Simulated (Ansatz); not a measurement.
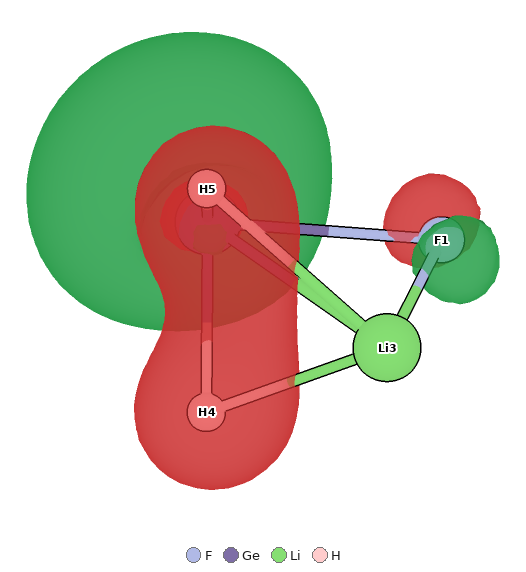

Figure. FGeH2Li. The HOMO at ±0.15 Å⁻³ᐟ² (green and red are the two phases), seen at a tilt.

Geometry: PBE0-D3(BJ)/pcseg-1.

Method: isolated molecule in a Gaussian basis; Kohn-Sham density functional theory, functional PBE0 in Ansatz.

Input file:

```
crystal:
  periodic: [false, false, false]
  atoms:
    - {symbol: F, position_ang: [-0.388838, -1.547542, -0.698411]}
    - {symbol: Ge, position_ang: [-0.062686, 0.325379, -0.120537]}
    - {symbol: Li, position_ang: [0.845069, -1.877940, 0.468717]}
    - {symbol: H, position_ang: [-0.036528, -0.310077, 1.403224]}
    - {symbol: H, position_ang: [1.533402, -0.090971, -0.193654]}
basis:
  gaussian: {orbitals: def2-TZVPD}
hamiltonian: {xc: {name: PBE0}}
output: {forces: true, orbitals: {seedname: orbitals}}
```

Command:

```sh
ansatz run input.yaml --threads 1 --pin off --max-ram 2610MiB --events-out events.jsonl --progress --plain --runs-dir runs
```

**Where does this orbital lie, and at what energy?**

It lies mainly on Ge2 (about 70 %), H4 (about 10 %) and H5 (about 10 %). Its energy is −6.43 eV.
